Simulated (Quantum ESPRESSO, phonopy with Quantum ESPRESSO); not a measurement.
**BN (F-43m): phonons against volume**

Wanted: mode Grüneisen parameters of BN and a free-energy fit over volumes. The starting cell is a computed one from a database.

Calculated with Quantum ESPRESSO 7.5; DFT PBE, scalar-relativistic, plane waves, GBRV ultrasoft pseudopotentials.

Experimental background.

“Equation of state of cubic boron nitride at high pressures and temperatures” (2007, arxiv:cond-mat/0702656) reports for BN, zinc blende, by single-crystal x-ray diffraction (micron-sized single crystals selected from powder): lattice constant a (a at ambient conditions) 3.6152 ± 0.0002 Å at 295 K; Raman mode (TO mode at zone centre) 1053.93 ± 0.1 cm⁻¹ at 300 K.

Report form: the programs' logs are mostly left out.

## 1. Set-up

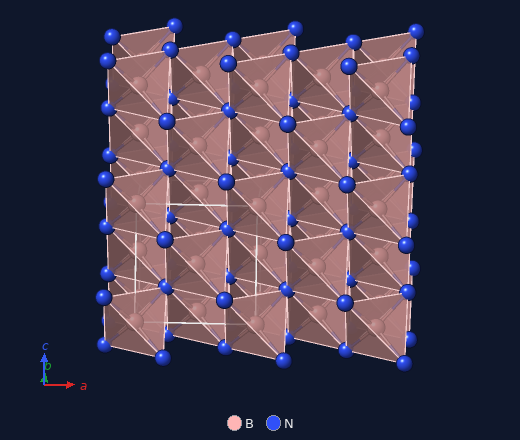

The starting structure, seen slightly off an axis (boron pink, nitrogen blue). 2×1×2 cells are drawn. This picture shows the conventional cell, with its axes. Some periodic images of atoms are drawn too.

## 2. Probe on a coarse mesh

Before spending time, one coarse run tells the gap and the pressure of the starting cell.

The input, probe.in:

```
&CONTROL
  calculation = 'scf'
  prefix      = 'x'
  outdir      = './tmp'
  pseudo_dir  = './pseudo'
  tprnfor     = .true.
  tstress     = .true.
  verbosity   = 'high'
/
&SYSTEM
  ibrav       = 0
  nat         = 2
  ntyp        = 2
  ecutwfc     = 45.0
  ecutrho     = 270.0
  occupations = 'smearing'
  smearing    = 'gaussian'
  degauss     = 0.01
/
&ELECTRONS
  conv_thr         = 1.0d-07
  mixing_beta      = 0.7
  electron_maxstep = 100
/
ATOMIC_SPECIES
 B      10.8100  B.upf
 N      14.0070  N.upf
CELL_PARAMETERS angstrom
     0.000000000    1.813001000    1.813001000
     1.813001000    0.000000000    1.813001000
     1.813001000    1.813001000    0.000000000
ATOMIC_POSITIONS crystal
 B      0.000000000   0.000000000   0.000000000
 N      0.750000000   0.750000000   0.750000000
K_POINTS automatic
 8 8 8 0 0 0
```

On the command line:

```
$ OMP_NUM_THREADS=1 mpirun -n 8 pw.x -nk 8 -in probe.in > probe.out
```

The job ended after 1.4 s (8 MPI ranks of Arm Neoverse N1, shared host).

A gap read on the k-mesh alone can miss the band edges.

This step gave:

```yaml
volume_per_atom: 5.959 Å³
pressure: -0.504 GPa
gap_on_the_k_mesh: 4.465 eV
```

The start is under -0.50 GPa at this level and looks like an insulator or semiconductor on this mesh.

## 3. Relaxation

The vibrations must be taken about the equilibrium of this functional, not about the starting cell, so the structure is relaxed.

The input, relax.in:

```
&CONTROL
  calculation   = 'vc-relax'
  prefix        = 'x'
  outdir        = './tmp'
  pseudo_dir    = './pseudo'
  tprnfor       = .true.
  tstress       = .true.
  forc_conv_thr = 2.0d-05
  etot_conv_thr = 1.0d-07
  nstep         = 40
/
&SYSTEM
  ibrav       = 0
  nat         = 2
  ntyp        = 2
  ecutwfc     = 45.0
  ecutrho     = 270.0
  occupations = 'fixed'
  nbnd        = 6
/
&ELECTRONS
  conv_thr         = 1.0d-11
  mixing_beta      = 0.7
  electron_maxstep = 100
/
&IONS
/
&CELL
  press_conv_thr = 0.1
/
ATOMIC_SPECIES
 B      10.8100  B.upf
 N      14.0070  N.upf
CELL_PARAMETERS angstrom
     0.000000000    1.813001000    1.813001000
     1.813001000    0.000000000    1.813001000
     1.813001000    1.813001000    0.000000000
ATOMIC_POSITIONS crystal
 B      0.000000000   0.000000000   0.000000000
 N      0.750000000   0.750000000   0.750000000
K_POINTS automatic
 12 12 12 0 0 0
```

On the command line:

```
$ OMP_NUM_THREADS=1 mpirun -n 8 pw.x -nk 8 -in relax.in > relax.out
```

It took 5.7 s on 8 MPI ranks; 45 s of CPU time.

Little changed from the start: no atom moved by 0.005 Å and no cell edge by 0.1 %.

Numbers from this step:

```
volume per atom   : 5.951 Å³
pressure          : 0.003000 GPa
gap on the k-mesh : 4.466 eV
```

After the last step pw.x solved the final cell once more on a basis chosen for it, which moves the energy without moving the atoms.

## 4. Ground state at this cell

A tight ground state at this cell gives the energy of this member; its pressure is the stress at this cutoff, which can carry an offset from the finite basis.

The input, scf.in:

```
&CONTROL
  calculation = 'scf'
  prefix      = 'x'
  outdir      = './tmp'
  pseudo_dir  = './pseudo'
  tprnfor     = .true.
  tstress     = .true.
/
&SYSTEM
  ibrav       = 0
  nat         = 2
  ntyp        = 2
  ecutwfc     = 45.0
  ecutrho     = 270.0
  occupations = 'fixed'
  nbnd        = 6
/
&ELECTRONS
  conv_thr         = 1.0d-12
  mixing_beta      = 0.7
  electron_maxstep = 100
/
ATOMIC_SPECIES
 B      10.8100  B.upf
 N      14.0070  N.upf
CELL_PARAMETERS angstrom
     0.000000000    1.812171713    1.812171713
     1.812171713    0.000000000    1.812171713
     1.812171713    1.812171713    0.000000000
ATOMIC_POSITIONS crystal
 B      0.000000000   0.000000000   0.000000000
 N      0.750000000   0.750000000   0.750000000
K_POINTS automatic
 12 12 12 0 0 0
```

On the command line:

```
$ OMP_NUM_THREADS=1 mpirun -n 8 pw.x -nk 8 -in scf.in > scf.out
```

It took 2.2 s on 8 MPI ranks; 17 s of CPU time.

On a basis chosen for the relaxed cell the pressure is 0.0030 GPa, small enough for phonons.

## 5. Zone-centre response

In a polar crystal the Born charges and ε∞ give the long-range dipole term that a finite supercell misses. They are those of this k-mesh and were not tested on a denser one; where the gap is small they converge slowly, and the LO modes with them.

The input, ph.in:

```
phonons
&INPUTPH
  prefix = 'x'
  outdir = './tmp'
  fildyn = 'x.dyn'
  tr2_ph = 1.0d-18
  epsil  = .true.
/
0.000000000 0.000000000 0.000000000
```

scf.in is that of step 4.

On the command line:

```
$ OMP_NUM_THREADS=1 mpirun -n 8 ph.x -nk 8 -in ph.in > ph.out
```

Elapsed: 15 s, on 8 MPI ranks.

Numbers from this step:

```
Γ frequencies : 26.44, 26.44, 26.44, 1027, 1027, 1027 cm⁻¹ (negative: imaginary)
Γ symmetry    : T_2 G_15 P_4 I+R, T_2 G_15 P_4 I+R, T_2 G_15 P_4 I+R, T_2 G_15 P_4 I+R, T_2 G_15 P_4 I+R, T_2 G_15 P_4 I+R
```

ε∞:

```
4.61 0.00 0.00
0.00 4.61 0.00
0.00 0.00 4.61
```

Born charge (rows field, columns displacement), before the sum rule (e), principal values of the symmetric part by kind of site:

| atom | atoms with these values | low | middle | high | mean |
| --- | --- | --- | --- | --- | --- |
| B1 | 1 | 1.92 | 1.92 | 1.92 | 1.92 |
| N2 | 1 | -1.92 | -1.92 | -1.92 | -1.92 |

In full for B1:

```
1.92 0.00 0.00
0.00 1.92 0.00
0.00 0.00 1.92
```

The Born charges sum to zero within 0.0015 e; the rest is removed before use. Acoustic frequencies in this log differ from zero by the error of the sum rule, which ph.x does not impose.

## 6. Forces on a displaced cell

System of this step: BN. The cell holds 54 atoms: 27 B and 27 N. Cell: a = 7.688 Å, b = 7.688 Å, c = 7.688 Å, α = 60.0°, β = 60.0°, γ = 60.0°. It derives from BN, repeated 3×3×3.

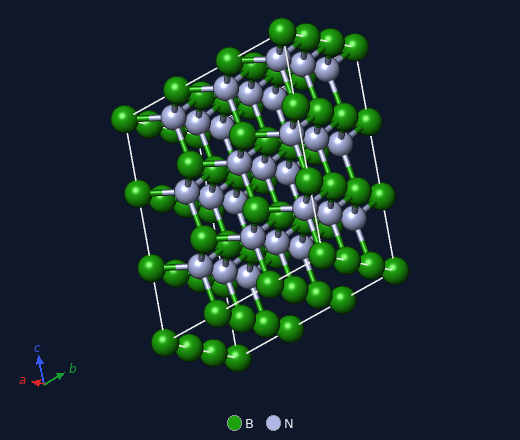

The cell of this step (boron green, nitrogen light blue). Bonds to atoms that aren't drawn are left out. Some periodic images of atoms are drawn too.

The input, disp-00002.in:

```
&CONTROL
  calculation = 'scf'
  prefix      = 'x'
  outdir      = './tmp'
  pseudo_dir  = './pseudo'
  tprnfor     = .true.
  disk_io     = 'none'
/
&SYSTEM
  ibrav       = 0
  nat         = 54
  ntyp        = 2
  ecutwfc     = 45.0
  ecutrho     = 270.0
  occupations = 'fixed'
  nbnd        = 110
/
&ELECTRONS
  conv_thr         = 1.0d-11
  mixing_beta      = 0.7
  electron_maxstep = 100
/
ATOMIC_SPECIES
 B      10.8100  B.upf
 N      14.0070  N.upf
CELL_PARAMETERS angstrom
     0.000000000    5.436515139    5.436515139
     5.436515139    0.000000000    5.436515139
     5.436515139    5.436515139    0.000000000
ATOMIC_POSITIONS crystal
 B      0.000000000   0.000000000   0.000000000
 B      0.333333333   0.000000000   0.000000000
 B      0.666666667   0.000000000   0.000000000
 B      0.000000000   0.333333333   0.000000000
 B      0.333333333   0.333333333   0.000000000
 B      0.666666667   0.333333333   0.000000000
 B      0.000000000   0.666666667   0.000000000
 B      0.333333333   0.666666667   0.000000000
[... 42 atom lines left out ...]
 N      0.916666667   0.583333333   0.916666667
 N      0.250000000   0.916666667   0.916666667
 N      0.583333333   0.916666667   0.916666667
 N      0.916666667   0.916666667   0.916666667
K_POINTS automatic
 3 3 3 0 0 0
```

On the command line:

```
$ OMP_NUM_THREADS=1 mpirun -n 4 pw.x -nk 4 -in disp-00002.in > disp-00002.out
```

Run time: 8.7 min. Hardware: 4 MPI ranks; 35 min of CPU time.

Numbers from this step:

| Property | Result |
| --- | --- |
| gap on the k-mesh | 4.612 eV |

Force (size) by element, in eV/Å:

| element | atoms | mean | spread (r.m.s.) | least | largest |
| --- | --- | --- | --- | --- | --- |
| B | 27 | 0.026 | 0.046 | 0.001 | 0.169 |
| N | 27 | 0.047 | 0.135 | 0.001 | 0.725 |

The atoms with the largest values:

| atom | x, y, z (Å) | force (eV/Å) |
| --- | --- | --- |
| N28 | 2.72, 2.73, 2.73 | -0.016, -0.513, -0.513 |
| B14 | 3.62, 3.62, 3.62 | 0.044, 0.116, 0.116 |
| B13 | 3.62, 1.81, 1.81 | -0.029, 0.103, 0.103 |
| B5 | 1.81, 1.81, 3.62 | 0.001, 0.074, 0.073 |
| B11 | 1.81, 3.62, 1.81 | 0.001, 0.073, 0.074 |
| N29 | 2.72, 4.53, 4.53 | 0.015, 0.059, 0.059 |
| N30 | 2.72, 6.34, 6.34 | -0.015, 0.057, 0.057 |
| N47 | 6.34, 8.15, 4.53 | -0.039, -0.019, 0.034 |

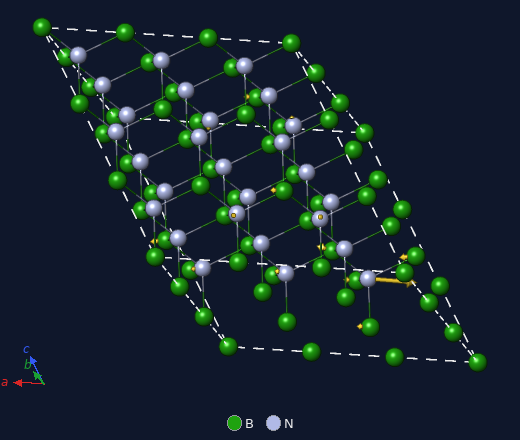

Force as arrows, the longest 0.725 eV/Å. Bonds to atoms that aren't drawn are left out. Some periodic images of atoms are drawn too.

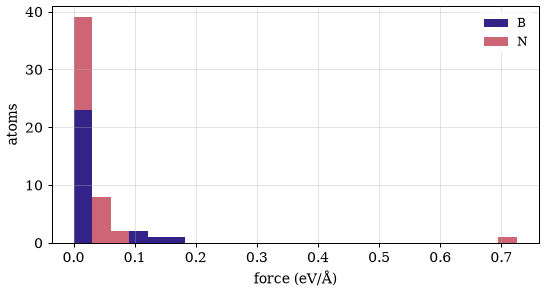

Force as a stacked histogram.

At this level the gap is 4.61 eV on the k-mesh of the self-consistent run, which can miss the band edges.

## 7. Forces on a displaced cell

One atom (for the harmonic constants) or a pair of atoms (for the cubic ones) is moved by a few hundredths of an ångström; the forces on all atoms give a column of force constants. The threshold is tight because the forces are small.

disp-00001.in, as its differences from disp-00002.in of step 6:

```diff
@@ -30,3 +30,3 @@
 ATOMIC_POSITIONS crystal
- B      0.000000000   0.000000000   0.000000000
+ B      0.002601324   0.000000000   0.000000000
  B      0.333333333   0.000000000   0.000000000
@@ -57,3 +57,3 @@
  B      0.666666667   0.666666667   0.666666667
- N      0.252601324   0.250000000   0.250000000
+ N      0.250000000   0.250000000   0.250000000
  N      0.583333333   0.250000000   0.250000000
```

On the command line:

```
$ OMP_NUM_THREADS=1 mpirun -n 4 pw.x -nk 4 -in disp-00001.in > disp-00001.out
```

Run time: 8.9 min. Hardware: 4 MPI ranks; 36 min of CPU time.

## 8. Lattice dynamics at this volume, V/V0 1

This step: DFT PBE, scalar-relativistic, plane waves, GBRV ultrasoft pseudopotentials (phonopy with Quantum ESPRESSO 4.10.0 / 7.5).

Elapsed: 8.9 min, on 8 threads; 70 min of CPU time.

Numbers from this step:

- point group: -43m
- highest frequency: 1263 cm⁻¹
- Debye temperature from the second moment: 1613 K
- lowest frequency on the path: 0.1 cm⁻¹
- zero-point energy: 0.3115 eV/cell
- Γ frequencies: 0, 0, 0, 1027, 1027, 1027 cm⁻¹ (negative: imaginary)

Phonopy, LO-TO term from ph.x's tensors. Phonon branches along the path, in cm⁻¹:

| point | branch 1 | branch 2 | branch 3 | branch 4 | branch 5 | branch 6 |
| --- | --- | --- | --- | --- | --- | --- |
| Γ | 0 | 0 | 0 | 1027 | 1027 | 1263 |
| X | 721 | 721 | 864 | 864 | 1017 | 1129 |
| U | 670 | 853 | 865 | 890 | 956 | 1069 |
| jump to K | 670 | 853 | 865 | 890 | 956 | 1069 |
| Γ | 0 | 0 | 0 | 1027 | 1027 | 1263 |
| L | 500 | 500 | 955 | 955 | 955 | 1122 |
| W | 764 | 772 | 874 | 962 | 976 | 983 |
| X | 721 | 721 | 864 | 864 | 1017 | 1129 |

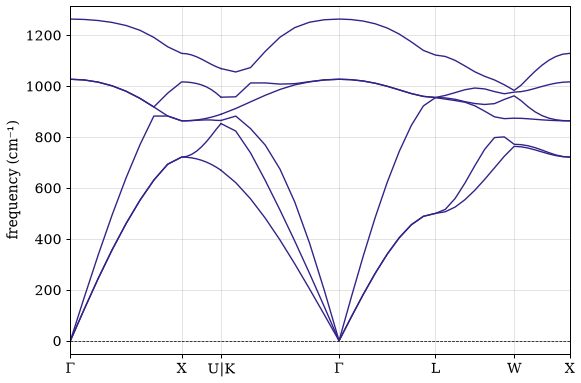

Phonon branches along the path.

Harmonic. Thermo, by row:

| T (K) | F_vib (meV/atom) | S (J/mol-atom/K) | C_V (J/mol-atom/K) |
| --- | --- | --- | --- |
| 0 | 155.7 | 0 | 0 |
| 50 | 155.7 | 0.014 | 0.045 |
| 100 | 155.7 | 0.135 | 0.449 |
| 150 | 155.6 | 0.509 | 1.615 |
| 200 | 155.1 | 1.222 | 3.536 |
| 250 | 154.2 | 2.259 | 5.885 |
| 300 | 152.7 | 3.547 | 8.303 |
| 350 | 150.5 | 4.999 | 10.55 |
| 400 | 147.5 | 6.541 | 12.54 |
| 450 | 143.7 | 8.118 | 14.23 |
| 500 | 139.1 | 9.694 | 15.66 |
| 550 | 133.7 | 11.24 | 16.86 |
| 600 | 127.5 | 12.76 | 17.87 |
| 650 | 120.5 | 14.22 | 18.71 |
| 700 | 112.8 | 15.63 | 19.42 |
| 750 | 104.3 | 17 | 20.03 |
| 800 | 95.15 | 18.3 | 20.54 |
| 850 | 85.33 | 19.56 | 20.98 |
| 900 | 74.88 | 20.77 | 21.36 |
| 950 | 63.81 | 21.94 | 21.7 |
| 1000 | 52.15 | 23.06 | 21.98 |

The modes has structure finer than the step of the table below, so its rows give means over 100 cm⁻¹, whole bins alone (the curve runs from -10 to 1310 cm⁻¹). Peaks (cm⁻¹: height): B 986.5: 0.0134, 1102.7: 0.00396; N 579.6: 0.00354, 878.5: 0.00837, 986.5: 0.0115.

Phonopy on the run's constants, 21x21x21 mesh, Gaussian sigma 9.4 cm⁻¹. The modes by wavenumber; means over each step; values in 1/cm⁻¹/cell:

| wavenumber (cm⁻¹) | B | N |
| --- | --- | --- |
| 100 | 5.3e-5 | 6.8e-5 |
| 200 | 1.8e-4 | 2.3e-4 |
| 300 | 4.6e-4 | 6.0e-4 |
| 400 | 9.2e-4 | 0.00122 |
| 500 | 0.00206 | 0.00269 |
| 600 | 0.00265 | 0.00333 |
| 700 | 0.00266 | 0.00303 |
| 800 | 0.00183 | 0.00233 |
| 900 | 0.00539 | 0.00677 |
| 1000 | 0.00782 | 0.00669 |
| 1100 | 0.00356 | 0.00160 |
| 1200 | 0.00225 | 0.00132 |

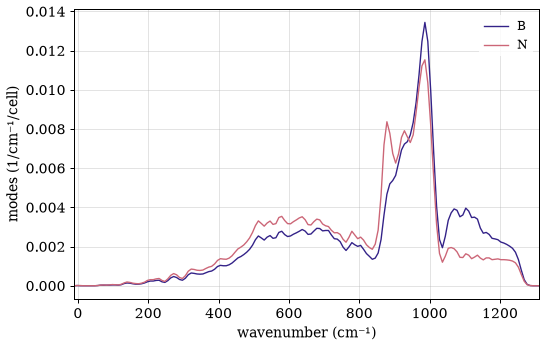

Modes, plotted against wavenumber.

No LO-TO term. Modes at Γ, with each element's share of the kinetic energy:

| mode | frequency (cm⁻¹) | symmetry | B % | N % |
| --- | --- | --- | --- | --- |
| 1 | 0.0 | T2 | 44 | 56 |
| 2 | 0.0 | T2 | 44 | 56 |
| 3 | 0.0 | T2 | 44 | 56 |
| 4 | 1027.0 | T2 | 56 | 44 |
| 5 | 1027.0 | T2 | 56 | 44 |
| 6 | 1027.0 | T2 | 56 | 44 |

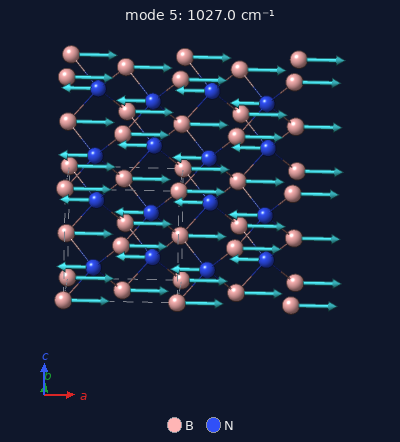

Displacement patterns of mode 5 at Γ; arrows are exaggerated. Bonds to atoms that aren't drawn are left out. 2×1×2 conventional cells are drawn. Some periodic images of atoms are drawn too.

No mode is imaginary beyond numerical noise along the path.

The time given is that of the 2 pw.x runs on displaced cells behind this step.

## 9. Self-consistent run, V/V0 1.015

This step: DFT PBE, scalar-relativistic, plane waves, GBRV ultrasoft pseudopotentials (Quantum ESPRESSO 7.5).

System of this step: BN. Symmetry: F-43m, No. 216, cubic system. The conventional cell has a = 3.642 Å, b = 3.642 Å, c = 3.642 Å, α = 90.00°, β = 90.00°, γ = 90.00°. Nearest to B lie 4 N at 1.58 Å. N has 4 B at 1.58 Å nearest. Farther neighbours and most contacts between anions are not listed.

scf.in, as its differences from that of step 5:

```diff
@@ -26,5 +26,5 @@
 CELL_PARAMETERS angstrom
-     0.000000000    1.812171713    1.812171713
-     1.812171713    0.000000000    1.812171713
-     1.812171713    1.812171713    0.000000000
+     0.000000000    1.821187641    1.821187641
+     1.821187641    0.000000000    1.821187641
+     1.821187641    1.821187641    0.000000000
 ATOMIC_POSITIONS crystal
```

On the command line:

```
$ OMP_NUM_THREADS=1 mpirun -n 8 pw.x -nk 8 -in scf.in > scf.out
```

It took 2.4 s on 8 MPI ranks.

At this level the gap is 4.45 eV on the k-mesh of the self-consistent run, which can miss the band edges.

## 10. Zone-centre response

ph.in is that of step 5.

scf.in is that of step 9.

On the command line:

```
$ OMP_NUM_THREADS=1 mpirun -n 8 ph.x -nk 8 -in ph.in > ph.out
```

It took 15 s on 8 MPI ranks.

The Born charges sum to zero within 0.0014 e; the rest is removed before use. Acoustic frequencies in this log differ from zero by the error of the sum rule, which ph.x does not impose.

## 11. Forces on a displaced cell

System of this step: BN. The cell holds 54 atoms: 27 B and 27 N. Cell: a = 7.727 Å, b = 7.727 Å, c = 7.727 Å, α = 60.0°, β = 60.0°, γ = 60.0°. It derives from BN, repeated 3×3×3.

disp-00001.in, as its differences from that of step 7:

```diff
@@ -26,7 +26,7 @@
 CELL_PARAMETERS angstrom
-     0.000000000    5.436515139    5.436515139
-     5.436515139    0.000000000    5.436515139
-     5.436515139    5.436515139    0.000000000
+     0.000000000    5.463562923    5.463562923
+     5.463562923    0.000000000    5.463562923
+     5.463562923    5.463562923    0.000000000
 ATOMIC_POSITIONS crystal
- B      0.002601324   0.000000000   0.000000000
+ B      0.002588446   0.000000000   0.000000000
  B      0.333333333   0.000000000   0.000000000
```

On the command line:

```
$ OMP_NUM_THREADS=1 mpirun -n 4 pw.x -nk 4 -in disp-00001.in > disp-00001.out
```

Elapsed: 8.7 min, on 4 MPI ranks; 35 min of CPU time.

## 12. Phonons, V/V0 1.015

This step: DFT PBE, scalar-relativistic, plane waves, GBRV ultrasoft pseudopotentials (phonopy with Quantum ESPRESSO 4.10.0 / 7.5).

Wall time 8.7 min (8 threads); 66 min of CPU time.

Phonopy, LO-TO term from ph.x's tensors. The phonon branches at the labelled points (cm⁻¹):

| point | branch 1 | branch 2 | branch 3 | branch 4 | branch 5 | branch 6 |
| --- | --- | --- | --- | --- | --- | --- |
| Γ | 0 | 0 | 0 | 1008 | 1008 | 1245 |
| X | 717 | 717 | 840 | 840 | 1001 | 1113 |
| U | 666 | 838 | 854 | 866 | 940 | 1052 |
| jump to K | 666 | 838 | 854 | 866 | 940 | 1052 |
| Γ | 0 | 0 | 0 | 1008 | 1008 | 1245 |
| L | 497 | 497 | 934 | 934 | 934 | 1110 |
| W | 751 | 765 | 860 | 940 | 958 | 968 |
| X | 717 | 717 | 840 | 840 | 1001 | 1113 |

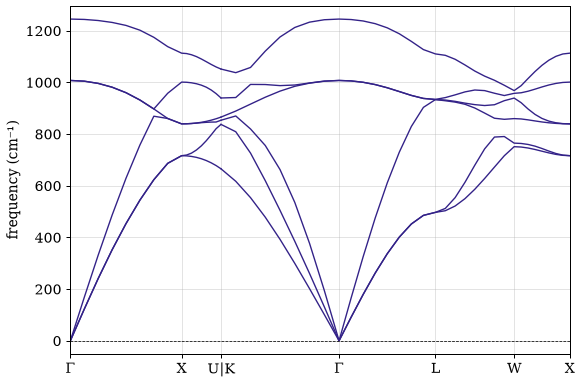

Phonon branches along the path.

No mode is imaginary beyond numerical noise along the path. The highest zone-centre mode (no LO–TO term) moved by -1.9 % for a volume change of +1.5 %.

The time given is that of the 2 pw.x runs on displaced cells behind this step.

## 13. Self-consistent run, V/V0 0.985

This step: DFT PBE, scalar-relativistic, plane waves, GBRV ultrasoft pseudopotentials (Quantum ESPRESSO 7.5).

System of this step: BN. It takes space group F-43m (No. 216, cubic). Conventional cell: a = 3.606 Å, b = 3.606 Å, c = 3.606 Å, α = 90.00°, β = 90.00°, γ = 90.00°. Nearest to B lie 4 N at 1.56 Å. Nearest to N lie 4 B at 1.56 Å. Farther neighbours and most contacts between anions are not listed.

scf.in, as its differences from that of step 10:

```diff
@@ -26,5 +26,5 @@
 CELL_PARAMETERS angstrom
-     0.000000000    1.821187641    1.821187641
-     1.821187641    0.000000000    1.821187641
-     1.821187641    1.821187641    0.000000000
+     0.000000000    1.803065169    1.803065169
+     1.803065169    0.000000000    1.803065169
+     1.803065169    1.803065169    0.000000000
 ATOMIC_POSITIONS crystal
```

On the command line:

```
$ OMP_NUM_THREADS=1 mpirun -n 8 pw.x -nk 8 -in scf.in > scf.out
```

Elapsed: 2.2 s, on 8 MPI ranks; 17 s of CPU time.

The run ends at a pressure of 5.77 GPa.

## 14. Zone-centre response

ph.in is that of step 10.

scf.in is that of step 13.

On the command line:

```
$ OMP_NUM_THREADS=1 mpirun -n 8 ph.x -nk 8 -in ph.in > ph.out
```

Run time: 14 s. Hardware: 8 MPI ranks; 1.9 min of CPU time.

ε∞:

```
4.59 0.00 0.00
0.00 4.59 0.00
0.00 0.00 4.59
```

The Born charges sum to zero within 0.0016 e; the rest is removed before use. Acoustic frequencies in this log differ from zero by the error of the sum rule, which ph.x does not impose.

## 15. A displaced supercell

System of this step: BN. The cell holds 54 atoms: 27 B and 27 N. Its edges and angles: a = 7.650 Å, b = 7.650 Å, c = 7.650 Å, α = 60.0°, β = 60.0°, γ = 60.0°. It derives from BN, repeated 3×3×3.

disp-00001.in, as its differences from that of step 11:

```diff
@@ -26,7 +26,7 @@
 CELL_PARAMETERS angstrom
-     0.000000000    5.463562923    5.463562923
-     5.463562923    0.000000000    5.463562923
-     5.463562923    5.463562923    0.000000000
+     0.000000000    5.409195506    5.409195506
+     5.409195506    0.000000000    5.409195506
+     5.409195506    5.409195506    0.000000000
 ATOMIC_POSITIONS crystal
- B      0.002588446   0.000000000   0.000000000
+ B      0.002614462   0.000000000   0.000000000
  B      0.333333333   0.000000000   0.000000000
```

On the command line:

```
$ OMP_NUM_THREADS=1 mpirun -n 4 pw.x -nk 4 -in disp-00001.in > disp-00001.out
```

Wall time 8.8 min (4 MPI ranks).

## 16. Lattice dynamics at this volume, V/V0 0.985

This step: DFT PBE, scalar-relativistic, plane waves, GBRV ultrasoft pseudopotentials (phonopy with Quantum ESPRESSO 4.10.0 / 7.5).

Elapsed: 8.8 min, on 8 threads; 67 min of CPU time.

No mode is imaginary beyond numerical noise along the path. The highest zone-centre mode (no LO–TO term) moved by +1.9 % for a volume change of -1.5 %.

The time given is that of the 2 pw.x runs on displaced cells behind this step.

## 17. Ground state at this cell, V/V0 1.03

This step: DFT PBE, scalar-relativistic, plane waves, GBRV ultrasoft pseudopotentials (Quantum ESPRESSO 7.5).

System of this step: BN. Symmetry: F-43m, No. 216, cubic system. The conventional cell has a = 3.660 Å, b = 3.660 Å, c = 3.660 Å, α = 90.00°, β = 90.00°, γ = 90.00°. B has 4 N at 1.58 Å nearest. Nearest to N lie 4 B at 1.58 Å. Farther neighbours and most contacts between anions are not listed.

scf.in, as its differences from that of step 14:

```diff
@@ -26,5 +26,5 @@
 CELL_PARAMETERS angstrom
-     0.000000000    1.803065169    1.803065169
-     1.803065169    0.000000000    1.803065169
-     1.803065169    1.803065169    0.000000000
+     0.000000000    1.830115174    1.830115174
+     1.830115174    0.000000000    1.830115174
+     1.830115174    1.830115174    0.000000000
 ATOMIC_POSITIONS crystal
```

On the command line:

```
$ OMP_NUM_THREADS=1 mpirun -n 8 pw.x -nk 8 -in scf.in > scf.out
```

It took 2.4 s on 8 MPI ranks; 19 s of CPU time.

The run ends at a pressure of -10.39 GPa.

[end of part 1 of 2]

[Logs are printed without paths, hosts, clocks, repeated set-up lines and the standing remarks that a program may print on its own settings, such as how far it seeks lower states.]

[Hosts, paths, dates, database ids (printed as entryN), source tags and the programs' standing remarks are cut or masked in the printed files.]

[A step with changed settings may run another functional than the one named; its input shows which.]

[Of the runs on displaced cells, only some may be shown.]
